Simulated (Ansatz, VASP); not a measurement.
# Cross-check of ZrTiSi2 between VASP and Ansatz

Aim: how closely do two programs agree when they are given the same cell, functional and k mesh? The cell is invented: As first built, before any earlier steps moved the atoms (in the runner's words): it takes the ZrTiC2 structure with some of its atoms replaced by other elements, volume scaled by an estimate. It may not be a known or stable phase. Of the first pair: The cell is taken from a series of VASP runs on this material, whose earlier steps may have relaxed, scaled or displaced it; both programs get it as it stands. Valence electrons are named where the data sets of a main pair hold unlike numbers.

Calculated with Ansatz 0.2.0; plane waves, with VASP 6.6.1 beside it; band structure at LDA and single point at LDA.

**1. Set-up**

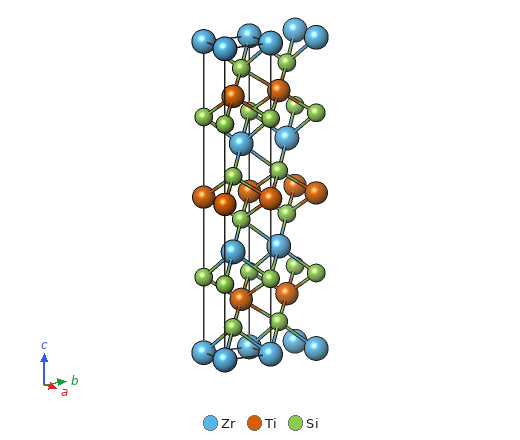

The cell as given, slightly off an axis (zirconium blue, titanium orange, silicon green). 1×2×1 cells are drawn. This picture shows the conventional cell, with its axes. Bonds to atoms that aren't drawn are left out. Some periodic images of atoms are drawn too.

As a file:

```cif
data_structure
_symmetry_space_group_name_H-M 'R-3m:H'
_symmetry_Int_Tables_number 166
_cell_length_a 3.7210
_cell_length_b 3.7210
_cell_length_c 17.0484
_cell_angle_alpha 90.000
_cell_angle_beta 90.000
_cell_angle_gamma 120.000
_cell_volume 204.42
loop_
_atom_site_label
_atom_site_type_symbol
_atom_site_symmetry_multiplicity
_atom_site_Wyckoff_symbol
_atom_site_fract_x
_atom_site_fract_y
_atom_site_fract_z
_atom_site_occupancy
Zr1 Zr 3 a 0.00000 0.00000 0.00000 1
Ti1 Ti 3 b 0.66667 0.33333 0.83333 1
Si1 Si 6 c 0.33333 0.66667 0.90935 1
```

**2. Ansatz: band structure, LDA**

Ansatz runs on its default PAW (the set named soft_2) files.

With cell and atoms fixed, the geometry can't cause a difference; cores, projectors, grids and the points listed under the comparison can.

Contents of input.yaml:

```yaml
crystal:
  lattice:
    - [1.8604756746, 1.0741461354, 5.6827879769]
    - [-1.8604756746, 1.0741461354, 5.6827879769]
    - [0.0, -2.1482922608, 5.6827879769]
  atoms:
    - { symbol: Zr, position: [0.0, 0.0, 0.0] }
    - { symbol: Ti, position: [0.5, 0.5, 0.5] }
    - { symbol: Si, position: [0.2426801816, 0.2426801816, 0.2426801816] }
    - { symbol: Si, position: [0.7573198184, 0.7573198184, 0.7573198184] }
hamiltonian:
  xc: lda
  pseudopotentials: { kind: paw }
kpoints:
  mp_grid: { grid: [6, 6, 6] }
  band_path:
    path:
      - [0.0, 0.0, 0.0]
      - [0.13333, 0.0, 0.0]
      - [0.3, 0.0, 0.0]
      - [0.46667, 0.0, 0.0]
      - [0.5, 0.0381, -0.0381]
      - [0.5, 0.10159, -0.10159]
      - [0.5, 0.16509, -0.16509]
      - [0.76825, 0.5, 0.23175]
      - [0.66507, 0.5, 0.33493]
      - [0.5619, 0.5, 0.4381]
      - [0.46667, 0.46667, 0.46667]
      - [0.3, 0.3, 0.3]
      - [0.13333, 0.13333, 0.13333]
      - [0.0, 0.0, 0.0]
      - [0.11508, 0.0, -0.11508]
      - [0.20715, 0.0, -0.20715]
      - [0.32223, 0.0, -0.32223]
      - [0.62381, 0.37619, 0.0]
      - [0.57222, 0.42778, 0.0]
      - [0.52063, 0.47937, 0.0]
      - [0.52063, 0.52063, 0.0254]
      - [0.57222, 0.57222, 0.08889]
      - [0.62381, 0.62381, 0.15239]
      - [0.64444, 0.64444, 0.21112]
      - [0.59285, 0.59285, 0.31429]
      - [0.54127, 0.54127, 0.41746]
      - [0.5, 0.0, 0.0]
      - [0.60317, 0.11508, 0.11508]
      - [0.70634, 0.23016, 0.23016]
      - [0.80951, 0.34524, 0.34524]
    npoints: 1
scf:
  occupations: { method: fermi_dirac, width: 0.05 }
  n_extra_bands: 8
output:
  forces: true
  stress: true
  eigenvalues: true
```

Command:

```
$ ansatz run input.yaml --threads 2 --pin off --max-ram 4608MiB --backend cpu --events-out ev --progress --plain --runs-dir out
```

Numbers of over 12 decimals in the logs are rounded to 6 here.

Log:

```text
basis.fft_grid_basis auto: the FFT boxes are laid along the combinations [[1, 0, -1], [0, 1, -1], [0, 0, 1]] of the cell's own vectors, 3.721, 3.721 and 6.075 Å long. The dense box has 25×25×45 points. Along the cell's own vectors, as sized, it would have 45×45×45, 3.24 times as many. Of the 12 symmetry operations that the crystal satisfies within crystal.symmetry.tolerance (time reversal apart; of a slab, those that [...]
scf.n_extra_bands = 8 over 16 filled bands (N_el = 32.0): the run solves 24 bands
Engine: ansatz 0.2.0, x86_64-unknown-linux-gnu
Pseudopotentials: kind: paw
Pseudopotential: Zr, paw, valence charge 12, recommended cutoff 420 eV (normal), Zr.paw.azcp
Pseudopotential: Ti, paw, valence charge 12, recommended cutoff 420 eV (normal), Ti.paw.azcp
Pseudopotential: Si, paw, valence charge 4, recommended cutoff 420 eV (normal), Si.paw.azcp
Functional definition: SPW92
  exchange = slater_x
  correlation = pw_c
Crystal: 4 atoms, lattice volume = 68.140 Å³
Basis set: ecut = 420 eV, 1315 PW (Γ), FFT grids on a1−a3, a2−a3, a3
Bands: 24, of which v1, the nominal top of the filled ones, is band 16 counted from 1 (15 counted from 0)
Symmetry: 12 space group operations
Space group: R-3m (ITA 166), of the structure as read, at distance tolerance 4.1e-5 Å
k-points: 32 of 216
Non-local potential: Zr, projectors of the file, l = 0: 3, l = 1: 2, l = 2: 2, l = 3: 2
Non-local potential: Ti, projectors of the file, l = 0: 3, l = 1: 2, l = 2: 3, l = 3: 1
Non-local potential: Si, projectors of the file, l = 0: 2, l = 1: 2, l = 2: 2
PAW form: soft (Blöchl's): semilocal exchange-correlation on the pseudo side does not see the compensation charge
PAW frozen core: Zr, regenerated for the run's functional, and the local potential with it (the file was generated under x = pbe(κ = 0.804, μ = 0.219515), c = pbe(β = 0.066725))
PAW frozen core: Ti, regenerated for the run's functional, and the local potential with it (the file was generated under x = pbe(κ = 0.804, μ = 0.219515), c = pbe(β = 0.066725))
PAW frozen core: Si, regenerated for the run's functional, and the local potential with it (the file was generated under x = pbe(κ = 0.804, μ = 0.219515), c = pbe(β = 0.066725))
PAW one-centre angular grid: Zr, 590 points (default); XC on 64 Gauss nodes
PAW one-centre angular grid: Ti, 590 points (default); XC on 64 Gauss nodes
PAW one-centre angular grid: Si, 110 points (default); XC on 64 Gauss nodes
Initial density: superposition of atomic densities (neutral atoms: chi_scale 0, normalization atom), corrected by the library's trained network
Initial wavefunctions: pseudopotential atomic-orbital guess
Functional: x = slater, c = lda
SCF iter   1: F=—  HF=-7747.572558 eV  |F-HF|=—  |Δ(HF+E_count)|=         —  Δρ=6.70e-3  dr2=2.42e-2  ethr=1.77e-3  ⟨swp⟩=5.5  Hψ=3749  notcnv=0  defer=6
preconditioner: auto → Kerker (q_TF=auto, 2.405 Å⁻¹)  [metal: Δε(μ)=0.047 eV  Ē_g=6.130 eV  σ=0.050 eV  W_gap=0.23  n_scr=16 (ndim 8)  ℏωp=18.0 eV  f_vac=0.000  D(μ)=0.76/eV (n_scr^D=2)]
SCF iter   2: F=—  HF=-7747.567745 eV  |F-HF|=—  |Δ(HF+E_count)|=   4.81e-3  Δρ=3.75e-3  dr2=8.13e-3  ethr=7.56e-5  ⟨swp⟩=1.1  Hψ=1028  notcnv=0  defer=14
SCF iter   3: F=—  HF=-7747.565071 eV  |F-HF|=—  |Δ(HF+E_count)|=   2.67e-3  Δρ=4.44e-4  dr2=1.75e-4  ethr=2.54e-5  ⟨swp⟩=2.0  Hψ=963  notcnv=0  defer=14
SCF iter   4: F=—  HF=-7747.565000 eV  |F-HF|=—  |Δ(HF+E_count)|=   7.06e-5  Δρ=1.02e-4  dr2=5.65e-6  ethr=5.46e-7  ⟨swp⟩=2.0  Hψ=952  notcnv=0  defer=14
SCF iter   5: F=—  HF=-7747.564999 eV  |F-HF|=—  |Δ(HF+E_count)|=   1.32e-6  Δρ=1.63e-5  dr2=1.78e-7  ethr=1.77e-8  ⟨swp⟩=2.0  Hψ=1167  notcnv=0  defer=14
SCF iter   6: F=-7747.564999 eV  HF=-7747.564999 eV  |F-HF|=2.18e-9  |Δ(HF+E_count)|=   3.17e-9  Δρ=2.87e-6  dr2=5.42e-9  ethr=3.13e-10  ⟨swp⟩=7.7  Hψ=2922  notcnv=0
SCF 1 converged in 6 iterations: F = -7747.564999 eV  dr2 = 5.42e-9
  greatest PAW one-centre occupation: 0.999 electrons in one spin orbital (limit 2), on the Ti atom at site 1 (counted from 0), in its partial waves of l = 0
NSCF: frozen V_eff on 30 k-points
SCF converged after 6 iterations
Free energy (F): -7747.564999 eV
Harris-Foulkes:  -7747.564999 eV  (|F-HF|=2.18e-9)
Internal energy: -7747.558286 eV  (E = F + TS)
E sigma→0 (E₀):  -7747.561642 eV
Entropy (-TS):   -0.006712 eV (-1.678 meV/atom)
Fermi energy:    12.009563 eV
--- Per-component energies (eV) ---
  E_band       = -239.727360
  E_kinetic    = 693.048074
  E_local      = -1705.815691  (includes V_loc(G=0)·N_el)
  E_nonlocal   = 152.280859
  E_hartree    = 646.856064
  E_xc         = -370.589914
  E_vxc        = -411.349928  (∫ρ·V_xc dr)
  E_paw        = -4820.990053  (= ΣΔE_a)
  E_vpaw       = -261.603594  (= ΣTr[D̂ρ^β])
  E_aug_tail   = 0.000125  (compensation charges beyond the density's cutoff)
  E_ewald      = -2343.212762
  E_core_change = 0.865013  (= ΣΔE_core)
  E_smearing   = -0.006712  (= −TS)
  E_closure    = -0.000000  (closes the sum)
  Σ components = -7747.564999   (vs F -7747.564999, Δ=0.00e0)
--- Forces (eV/Å), atoms counted from 1 ---
  atom   1  Zr     0.00000000     0.00000000    -0.00000000
  atom   2  Ti     0.00000000     0.00000000    -0.00000000
  atom   3  Si     0.00000000     0.00000000     0.00629001
  atom   4  Si     0.00000000    -0.00000000    -0.00629001
  max |Σ_I F_I| component: 4.27e-31 eV/Å
--- Stress (GPa, compression-positive) ---
        0.052912       0.000000       0.000000
        0.000000       0.052912      -0.000000
        0.000000      -0.000000      -0.018814
  P = ⅓ Tr σ = 0.0290 GPa (0.290 kbar)
--- Band table (eV; the first three rows and the last of 32) ---
  k-point 0: bands = [... 12 lower, 9.6321, 11.7059, 11.7059, 12.3193, 12.5473, 12.5473, 14.4361, 14.4361, ... 4 higher]
  k-point 1: bands = [... 12 lower, 9.8354, 10.9605, 11.3163, 11.4613, 12.4289, 12.6679, 14.1107, 14.1164, ... 4 higher]
  k-point 2: bands = [... 12 lower, 9.3656, 10.2265, 10.2934, 10.9655, 12.7533, 13.2524, 13.5608, 14.2415, ... 4 higher]
  k-point 31: bands = [... 12 lower, 10.4146, 10.4146, 10.7371, 10.7371, 12.5654, 12.5654, 13.1132, 13.1132, ... 4 higher]
```

The job ended after 1.1 s (2 threads of Intel Xeon Platinum 8559C (Emerald Rapids), shared host; peak memory 0.44 GiB; 2.1 s of CPU time).

**3. VASP: band structure, LDA**

The same cell, functional (in two slightly different forms), mesh and smearing now go to VASP, with its own data sets.

Lines of VASP's logs that name or quote its potential files are left out, and so is its time.

Contents of INCAR:

```
SYSTEM = ZrTiSi2
PREC = Accurate
ENCUT = 400
EDIFF = 1E-06
NELM = 100
ISMEAR = -1
SIGMA = 0.05
LREAL = .FALSE.
ALGO = Normal
GGA = CA
NBANDS = 30
LORBIT = 11
LWAVE = .FALSE.
LCHARG = .FALSE.
KPAR = 2
```

Contents of POSCAR:

```
ZrTiSi2
1.0
    1.8604756746      1.0741461354      5.6827879769
   -1.8604756746      1.0741461354      5.6827879769
    0.0000000000     -2.1482922608      5.6827879769
Zr Ti Si
1 1 2
Direct
    0.0000000000      0.0000000000      0.0000000000
    0.5000000000      0.5000000000      0.5000000000
    0.2426801816      0.2426801816      0.2426801816
    0.7573198184      0.7573198184      0.7573198184
```

Contents of KPOINTS:

```
Automatic mesh
0
Gamma
6 6 6
0 0 0
```

Contents of KPOINTS_OPT:

```
Line mode
16
Line-mode
Reciprocal
  0.00000000   0.00000000   0.00000000 GAMMA
  0.50000000   0.00000000   0.00000000 L

  0.50000000   0.00000000   0.00000000 L
  0.50000000   0.19048507  -0.19048507 B1

  0.80951493   0.50000000   0.19048507 B
  0.50000000   0.50000000   0.50000000 Z

  0.50000000   0.50000000   0.50000000 Z
  0.00000000   0.00000000   0.00000000 GAMMA

  0.00000000   0.00000000   0.00000000 GAMMA
  0.34524253   0.00000000  -0.34524253 X

  0.65475747   0.34524253   0.00000000 Q
  0.50000000   0.50000000   0.00000000 F

  0.50000000   0.50000000   0.00000000 F
  0.65475747   0.65475747   0.19048507 P1

  0.65475747   0.65475747   0.19048507 P1
  0.50000000   0.50000000   0.50000000 Z

  0.50000000   0.00000000   0.00000000 L
  0.80951493   0.34524253   0.34524253 P
```

PAW data sets: Zr_sv, Ti_sv and Si (LDA family, release 64).

Command:

```
$ mpirun -np 2 vasp_std
```

Log:

```text
[banner, memory and clock lines left out]
running    2 mpi-ranks, on    1 nodes
 distrk:  each k-point on    1 cores,    2 groups
 distr:  one band on    1 cores,    1 groups

 POSCAR found type information on POSCAR ZrTiSi
 POSCAR found :  3 types and       4 ions
 LDA part: xc-table for (Slater(with rela. corr.)+CA(PZ))
 , standard interpolation
 POSCAR, INCAR and KPOINTS ok, starting setup
 FFT: planning ... GRIDC
 FFT: planning ... GRID_SOFT
 FFT: planning ... GRID
 WAVECAR not read
 entering main loop
       N       E                     dE             d eps       ncg     rms          rms(c)
DAV:   1     0.258604065403E+03    0.25860E+03   -0.12680E+04  1920   0.921E+02
DAV:   2    -0.132100284819E+02   -0.27181E+03   -0.25635E+03  2012   0.293E+02
DAV:   3    -0.344243232344E+02   -0.21214E+02   -0.20656E+02  3232   0.732E+01
DAV:   4    -0.355284667989E+02   -0.11041E+01   -0.10957E+01  2446   0.140E+01
DAV:   5    -0.355727463683E+02   -0.44280E-01   -0.44274E-01  2818   0.249E+00    0.205E+01
DAV:   6    -0.330177625396E+02    0.25550E+01   -0.71684E+00  2248   0.259E+01    0.892E+00
DAV:   7    -0.327900922934E+02    0.22767E+00   -0.33354E+00  2402   0.201E+01    0.697E+00
DAV:   8    -0.322720580582E+02    0.51803E+00   -0.41231E-01  2494   0.618E+00    0.281E+00
DAV:   9    -0.322622159703E+02    0.98421E-02   -0.10434E-01  2820   0.228E+00    0.857E-01
DAV:  10    -0.322565162506E+02    0.56997E-02   -0.16102E-02  2294   0.127E+00    0.225E-01
DAV:  11    -0.322567927662E+02   -0.27652E-03   -0.10664E-03  2376   0.227E-01    0.117E-01
DAV:  12    -0.322567129538E+02    0.79812E-04   -0.63759E-05  2436   0.812E-02    0.471E-02
DAV:  13    -0.322567040513E+02    0.89025E-05   -0.22189E-05  2508   0.395E-02    0.119E-02
DAV:  14    -0.322567039212E+02    0.13006E-06   -0.26328E-06  2350   0.103E-02
   1 F= -.32256704E+02 E0= -.32253340E+02  d E =-.672723E-02
 Start KPOINTS_OPT (optional k-point list driver)
k-point batch [1-32\144]
       N       E                     dE             ncg
DAV:   1    -0.124807733001E+04   -0.24444E+05     1920
DAV:   2    -0.100635656178E+05   -0.88155E+04     2024
DAV:   3    -0.107829025230E+05   -0.71934E+03     3266
DAV:   4    -0.108179235911E+05   -0.35021E+02     2430
DAV:   5    -0.108193076699E+05   -0.13841E+01     2672
DAV:   6    -0.108193215675E+05   -0.13898E-01     2446
DAV:   7    -0.108193221496E+05   -0.58211E-03     2760
DAV:   8    -0.108193221643E+05   -0.14635E-04     2038
DAV:   9    -0.108193221646E+05   -0.32047E-06     1526
[...]
k-point batch [129-144\144]
       N       E                     dE             ncg
DAV:   1     0.858382443706E+04   -0.15798E+05      960
DAV:   2     0.423820135334E+04   -0.43456E+04      996
DAV:   3     0.389484231747E+04   -0.34336E+03     1570
DAV:   4     0.387562797908E+04   -0.19214E+02     1268
DAV:   5     0.387506180959E+04   -0.56617E+00     1334
DAV:   6     0.387505900201E+04   -0.28076E-02     1244
DAV:   7     0.387505894296E+04   -0.59051E-04     1362
DAV:   8     0.387505894241E+04   -0.55064E-06      956
```

OUTCAR, selected parts (step 3):

```text
ion  position               nearest neighbor table
   1  0.000  0.000  0.000-   4 2.65   3 2.65   4 2.65   4 2.65   3 2.65   3 2.65
   2  0.500  0.500  0.500-   3 2.51   4 2.51   3 2.51   3 2.51   4 2.51   4 2.51
   3  0.243  0.243  0.243-   2 2.51   2 2.51   2 2.51   1 2.65   1 2.65   1 2.65
   4  0.757  0.757  0.757-   2 2.51   2 2.51   2 2.51   1 2.65   1 2.65   1 2.65

  LATTYP: Found a trigonal (rhomboedric) cell.
 ALAT       =     6.0752974286
 COS(alpha) =     0.8124388447

 Subroutine GETGRP returns: Found 12 space group operations
 (whereof 12 operations were pure point group operations)

The static configuration has the point symmetry D_3d.

 Found     32 irreducible k-points:

   k-points           NKPTS =     32   k-points in BZ     NKDIM =     32   number of bands    NBANDS=     30

   dimension x,y,z NGX =    40 NGY =   40 NGZ =   40
   dimension x,y,z NGXF=    80 NGYF=   80 NGZF=   80

   ENCUT  =  400.0 eV  29.40 Ry    5.42 a.u.   9.91  9.91  9.91*2*pi/ulx,y,z

   NELECT =      32.0000    total number of electrons

 k-points in reciprocal lattice and weights: Automatic mesh
   0.00000000  0.00000000  0.00000000       0.005
   0.16666667 -0.00000000 -0.00000000       0.028
   0.33333333  0.00000000 -0.00000000       0.028
   0.50000000 -0.00000000  0.00000000       0.014
   0.16666667  0.16666667 -0.00000000       0.028
   0.33333333  0.16666667 -0.00000000       0.056
   0.50000000  0.16666667 -0.00000000       0.056
  -0.33333333  0.16666667  0.00000000       0.056
  -0.16666667  0.16666667  0.00000000       0.028
[...]
-0.33333333  0.50000000  0.33333333       0.028
   0.50000000  0.50000000  0.50000000       0.005

 average (electrostatic) potential at core
       1 -74.2101       2 -71.7774       3 -81.2313       4 -81.2313

 E-fermi :   8.9145

 k-point     1 :       0.0000    0.0000    0.0000
  band No.  band energies     occupation
    ...
     11       3.8696      2.00000
     12       6.5363      2.00000
     13       6.5363      2.00000
     14       8.6077      1.99568
     15       8.6077      1.99568
     16       9.2216      0.00430
     17       9.4485      0.00005
     18       9.4485      0.00005
     19      11.3396      0.00000
     20      11.3396      0.00000
    ...

 k-point     2 :       0.1667   -0.0000   -0.0000
  band No.  band energies     occupation
    ...
     12       6.3973      2.00000
     13       6.7398      2.00000
     14       7.8648      2.00000
     15       8.2192      2.00000
     16       8.3646      1.99997
     17       9.3317      0.00048
     18       9.5691      0.00000
     19      11.0153      0.00000
     20      11.0197      0.00000
     21      11.8772      0.00000
    ...

 k-point     3 :       0.3333    0.0000   -0.0000
  band No.  band energies     occupation
    ...
     12       5.9434      2.00000
     13       6.2748      2.00000
     14       7.1312      2.00000
     15       7.1972      2.00000
     16       7.8703      2.00000
     17       9.6575      0.00000
     18      10.1540      0.00000
     19      10.4706      0.00000
     20      11.1447      0.00000
     21      11.4345      0.00000
    ...

  Total        0.0336129      0.0336129      0.0067531     -0.0000000      0.0000000      0.0000000
  in kB        0.7903449      0.7903449      0.1587870     -0.0000000      0.0000000      0.0000000
  external PRESSURE =       0.5798256 kB  Pullay stress =       0.0000000 kB

  energy-cutoff  :      400.00
  volume of cell :       68.14
      direct lattice vectors                 reciprocal lattice vectors
     1.860475675  1.074146135  5.682787977     0.268748475  0.155162004  0.058656655
    -1.860475675  1.074146135  5.682787977    -0.268748475  0.155162004  0.058656655
     0.000000000 -2.148292261  5.682787977     0.000000000 -0.310324008  0.058656655

 POSITION                                       TOTAL-FORCE (eV/Angst)
 -----------------------------------------------------------------------------------
      0.00000      0.00000      0.00000        -0.000000      0.000000     -0.000000
      0.00000      0.00000      8.52418         0.000000      0.000000     -0.000000
      0.00000      0.00000      4.13730         0.000000      0.000000      0.005397
      0.00000      0.00000     12.91106         0.000000     -0.000000     -0.005397
 -----------------------------------------------------------------------------------
    total drift:                                0.000000      0.000000     -0.000000

  FREE ENERGIE OF THE ION-ELECTRON SYSTEM (eV)
  ---------------------------------------------------
  free  energy   TOTEN  =       -32.2567039212 eV

  energy  without entropy=      -32.2499766930  energy(sigma->0) =      -32.25334031

 total charge
# of ion       s       p       d       tot
------------------------------------------
    1        2.162   5.984   1.783   9.929
    2        2.175   6.139   2.074  10.388
    3        0.813   0.972   0.000   1.785
    4        0.813   0.972   0.000   1.785
--------------------------------------------------
tot          5.962  14.068   3.857  23.887

[... 3 further parts left out ...]
```

The k-mesh is coarse for a metal.

The run ends at a pressure of 0.06 GPa, with forces up to 0.0054 eV/Å.

**4. Comparison**

Known differences besides the potentials themselves: the two LDA forms differ slightly; the cutoff is 420 eV in Ansatz and 400 eV in VASP; VASP's log shows a relativistic correction to its local exchange, Ansatz's none. Total energies have different zeros and are not compared.

Both answers:

| quantity | Ansatz | VASP | difference |
| --- | --- | --- | --- |
| pressure (GPa) | 0.03 | 0.06 | -0.03 |

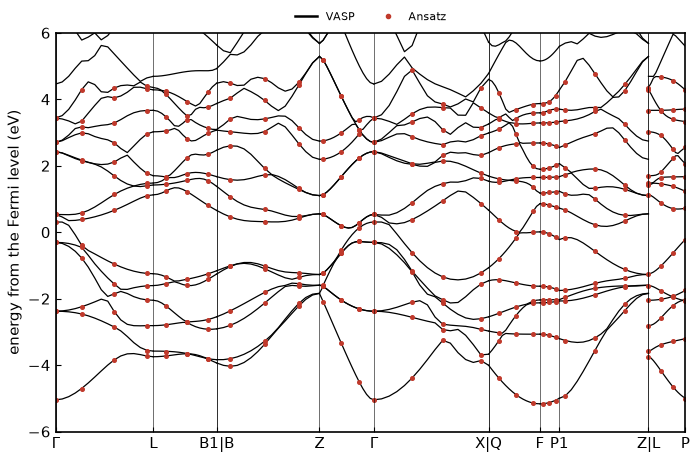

Bands from VASP (lines) and levels from Ansatz (dots). Dots without a line are higher empty bands that the VASP plot leaves out.

Levels from 3 eV below to 2 eV above the Fermi level differ by 2 meV r.m.s. and 5 meV at most; each VASP level is matched to the nearest of Ansatz, which flatters the figure a little. Ansatz's pressure holds a Pulay correction of 0.04 GPa; VASP's holds none.

(Part 1 of 2 ends here.)

[Lines on the potential files, build, host, timing and source positions are cut from VASP's logs without a mark.]

[Logs are printed without paths, hosts, clocks, repeated set-up lines and the standing remarks that a program may print on its own settings, such as how far it seeks lower states.]

[Hosts, paths, dates, database ids (printed as entryN), source tags and the programs' standing remarks are cut or masked in the printed files.]
